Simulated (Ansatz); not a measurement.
The figure comes from a scan of ZnO (wurtzite): one O atom of a 4-atom cell moves by s along Cartesian x, with its periodic images. Level of theory: PBE (plane waves to 420 eV, PAW, scalar-relativistic; Ansatz, an electronic-structure program). k mesh 9×9×5 (Γ-centred), Fermi-Dirac smearing 0.05 eV. E stands for the smeared free energy. ZnO was relaxed with its symmetry unable to fall. The zero of ΔE is the undisplaced structure.

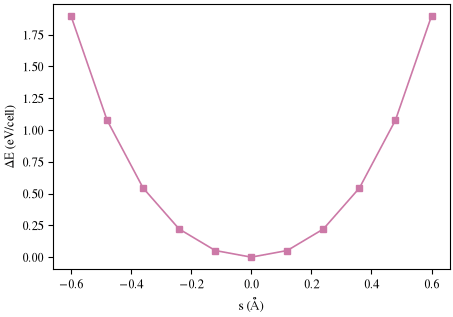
Fig. 1. ΔE (eV/cell) against s (Å); one marker a computed point.

Question: Read the plotted values off the figure, to the accuracy that the plot allows.

Answer: To the nearest 0.05:

| s (Å) | ΔE (eV/cell) |
|---|---|
| -0.600 | 1.90 |
| -0.480 | 1.10 |
| -0.360 | 0.55 |
| -0.240 | 0.20 |
| -0.120 | 0.05 |
| 0.000 | 0.00 |
| 0.120 | 0.05 |
| 0.240 | 0.20 |
| 0.360 | 0.55 |
| 0.480 | 1.10 |
| 0.600 | 1.90 |

(A displaced cell: forces are minus the slopes of the energy, force constants its curvatures, and phonons follow from these.)
